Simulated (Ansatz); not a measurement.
# wB97M-V/cc-pVDZ run of CBr2ClF (dibromochlorofluoromethane)

What is the electronic atomisation energy of CBr2ClF (dibromochlorofluoromethane) at wB97M-V/cc-pVDZ? 

Program for the calculation: Ansatz 0.2.0.

56 further runs of the same task are left out: 4 that didn't finish, 52 set aside as unsound or not needed.

**1. The system as given**

CBr2ClF has 5 atoms, charge 0, and is taken as a singlet. SMILES: `FC(Cl)(Br)Br`. The coordinates come from a PBE0-D4/def2-TZVP relaxation.

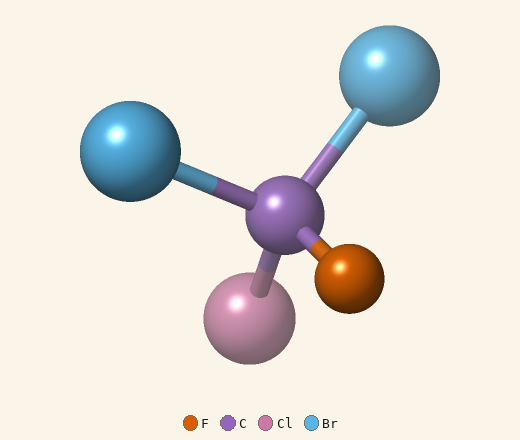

The structure, seen from a chosen angle (fluorine orange, carbon purple, chlorine pink, bromine blue).

**2. A single-point energy at wB97M-V/cc-pVDZ**

Contents of molecule.yaml:

```yaml
basis:
  gaussian: {orbitals: cc-pVDZ}
crystal:
  periodic: [false, false, false]
  atoms:
    - {symbol: F, position_ang: [1.219400, -0.708600, 0.266600]}
    - {symbol: C, position_ang: [0.074700, -0.067500, 0.041700]}
    - {symbol: Cl, position_ang: [-0.943400, -0.212100, 1.460600]}
    - {symbol: Br, position_ang: [-0.781900, -0.877000, -1.494500]}
    - {symbol: Br, position_ang: [0.481200, 1.791500, -0.315900]}
hamiltonian: {xc: {name: wB97M-V}}
accuracy: high
output: {orbitals: {seedname: orbitals}}
```

Command:

```sh
$ ansatz run molecule.yaml --threads 1 --pin off --max-ram 3480MiB --events-out events.jsonl --progress --plain --runs-dir runs
```

The log of the run:

```text
Warning: RAYON_NUM_THREADS=1 ignored (pool sized by the plan → 1); use --threads N
Functional definition: wB97M-V
  name "wB97M-V"
  parameter omega = 0.3/bohr
  parameter cx = 0.15
  parameter cx01 = 1.007
  parameter cx10 = 0.259
  parameter css00 = 0.443
  parameter css04 = -1.437
  parameter css10 = -4.535
  parameter css20 = -3.390
  parameter css43 = 4.278
  parameter cos00 = 1.000
  parameter cos10 = 1.358
  parameter cos20 = 2.924
  parameter cos21 = -8.812
  parameter cos60 = -1.390
  parameter cos61 = 9.142
  parameter b = 6.0
  parameter c = 0.01
  gx(w, u) = 1 - cx + cx01*u + cx10*w
  gss(w, u) = css00 + css04*u^4 + css10*w + css20*w^2 + css43*w^4*u^3
  gos(w, u) = cos00 + cos10*w + (cos20 + cos21*u)*w^2 + (cos60 + cos61*u)*w^6
  exchange = spin_sum(e_x_unif_sr(omega)*gx(b97_w, b97_u_x)) + cx*exact_x_sr(omega) + exact_x_lr(omega)
  correlation = spin_sum(e_c_pw_mod_same_spin*gss(b97_w, b97_u_same))
      + integral(e_c_pw_mod_opposite_spin*gos(b97_w_opposite, b97_u_opposite)) + vv10(b, c)
2136 factors; integrals over basis functions are off by at most 4.6e-9 eV
334 factors; integrals over basis functions are off by at most 1.9e-9 eV
mean field evaluation 1: about -156354.7405 eV, gradient 3.8e1 eV
mean field evaluation 2: about -156352.7086 eV, gradient 5.3e1 eV
mean field evaluation 4: about -156357.8950 eV, gradient 5.9e-1 eV
mean field evaluation 8: about -156358.0023 eV, gradient 9.0e-2 eV
mean field evaluation 16: about -156358.0023 eV, gradient 7.9e-5 eV
mean field -156358.00232321 eV, -5746.0506021173 hartree, gradient 9.8e-8 eV, S^2 0.000000; 0 other end points of the search recorded, 0 dependent functions left out
reference -156358.00232622 eV, -5746.0506022281 hartree; 51, 51 occupied and 49, 49 virtual orbitals, 2136 factors
Total energy: -156358.00232622 eV, -5746.0506022281 hartree
```

Run time: 2.2 min. Hardware: 1 thread of Arm Neoverse V1, shared host; peak memory 0.79 GiB.

**3. The Br atom, same level**

Contents of input.yaml:

```yaml
crystal:
  periodic: [false, false, false]
  atoms:
    - {symbol: Br, position_ang: [0.000000, 0.000000, 0.000000]}
basis:
  gaussian: {orbitals: cc-pVDZ}
magnetization: {spin_polarized: true, initial_magnetization: 1}
hamiltonian: {xc: {name: wB97M-V}}
accuracy: high
```

Run the same way, it converges to -2573.94059 Eh (log not shown).

**4. The C atom, same level**

Contents of in.yaml:

```yaml
crystal:
  periodic: [false, false, false]
  atoms:
    - {symbol: C, position_ang: [0.000000, 0.000000, 0.000000]}
basis:
  gaussian:
    orbitals: cc-pVDZ
hamiltonian:
  xc: {name: wB97M-V}
accuracy: high
magnetization:
  spin_polarized: true
  initial_magnetization: 2
```

Run the same way, it converges to -37.83841 Eh (log not shown).

**5. The Cl atom, same level**

Contents of molecule.yaml:

```yaml
crystal:
  periodic: [false, false, false]
  atoms:
    - {symbol: Cl, position_ang: [0.000000, 0.000000, 0.000000]}
basis:
  gaussian: {orbitals: cc-pVDZ}
total_charge: 0
hamiltonian: {xc: {name: wB97M-V}}
magnetization: {spin_polarized: true, initial_magnetization: 1}
accuracy: high
```

Run the same way, it converges to -460.11775 Eh (log not shown).

**6. The F atom**

Contents of job.yaml:

```yaml
crystal:
  periodic: [false, false, false]
  atoms:
    - symbol: F
      position_ang: [0.000000, 0.000000, 0.000000]
basis:
  gaussian: {orbitals: cc-pVDZ}
magnetization: {spin_polarized: true, initial_magnetization: 1}
hamiltonian: {xc: {name: wB97M-V}}
accuracy: high
```

Command:

```sh
$ ansatz run job.yaml --threads 1 --pin off --max-ram 3480MiB --events-out events.jsonl --progress --plain --runs-dir runs
```

The log of the run, cut to the lines that bear on the results:

```text
Warning: RAYON_NUM_THREADS=1 ignored (pool sized by the plan → 1); use --threads N
[... 2 set-up lines as earlier in the session ...]
[...]
  gx(w, u) = 1 - cx + cx01*u + cx10*w
  gss(w, u) = css00 + css04*u^4 + css10*w + css20*w^2 + css43*w^4*u^3
  gos(w, u) = cos00 + cos10*w + (cos20 + cos21*u)*w^2 + (cos60 + cos61*u)*w^6
[...]
      + integral(e_c_pw_mod_opposite_spin*gos(b97_w_opposite, b97_u_opposite)) + vv10(b, c)
96 factors; integrals over basis functions are off by at most 1.7e-9 eV
51 factors; integrals over basis functions are off by at most 3.6e-10 eV
[...]
mean field -2713.04108653 eV, -99.7024209646 hartree, gradient 2.7e-8 eV, S^2 0.750946; 0 other end points of the search recorded, 0 dependent functions left out
reference -2713.04108711 eV, -99.7024209861 hartree; 5, 4 occupied and 9, 10 virtual orbitals, 96 factors
Total energy: -2713.04108711 eV, -99.7024209861 hartree
```

It took 2.2 s on 1 thread of Arm Neoverse V1, shared host; peak memory 0.16 GiB.

**7. Summary of results**

At wB97M-V/cc-pVDZ:

| quantity | value |
| --- | --- |
| molecule: total energy | -5746.05060 Eh |
| molecule: HOMO energy | -10.54 eV |
| molecule: LUMO energy | 0.37 eV |
| molecule: HOMO–LUMO gap | 10.91 eV |
| Br atom: total energy | -2573.94059 Eh |
| Br atom: ⟨S²⟩ | 0.751 |
| C atom: total energy | -37.83841 Eh |
| C atom: ⟨S²⟩ | 2.001 |
| Cl atom: total energy | -460.11775 Eh |
| Cl atom: ⟨S²⟩ | 0.751 |
| F atom: total energy | -99.70242 Eh |
| F atom: ⟨S²⟩ | 0.751 |
| electronic atomisation energy | 13.901 eV |

What this shows: Taking the molecule apart into free atoms costs 13.90 eV (321 kcal/mol), before zero-point energy and without spin-orbit coupling.
